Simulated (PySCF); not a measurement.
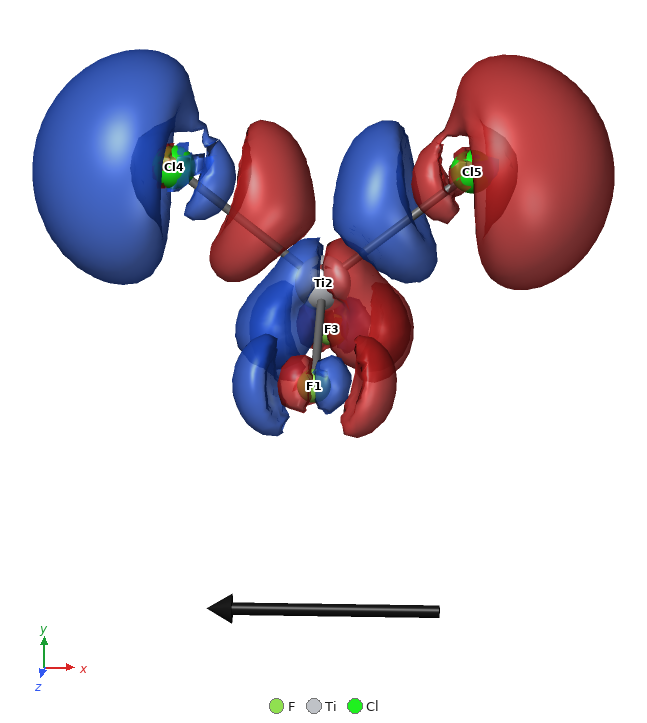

Cl₂F₂Ti, SMILES `F[Ti](F)(Cl)Cl`. Change of the electron density in a uniform field of 0.21 V/Å along −x (arrow), surfaces at ±0.0015 e/Å³ (red: gain, blue: loss).

PySCF calculation, PBE0/def2-TZVP, gas phase; geometry: GFN2-xTB. This is a single-reference result, which may miss multireference character in this system. No frequency check shows the geometry to be a minimum. A basis without diffuse functions makes polarisabilities too small. GFN2-xTB bond lengths at metals and heavier atoms can be off by up to 0.1 Å and shapes distorted, which carries into these values.

Geometry (Å), atoms numbered from 1:

```
F1       0.0001   -1.2364    1.4652
Ti2     -0.0000   -0.3911    0.0000
F3      -0.0001   -1.2364   -1.4652
Cl4     -1.6653    0.9076    0.0001
Cl5      1.6654    0.9076   -0.0001
```

The field was applied in both directions; the picture shows the one opposite to the script's first.

### How large is the response?

The induced dipole is 0.68 D (along the field); α along this axis, from the fields in both directions, is 67 bohr³ (9.9 Å³).
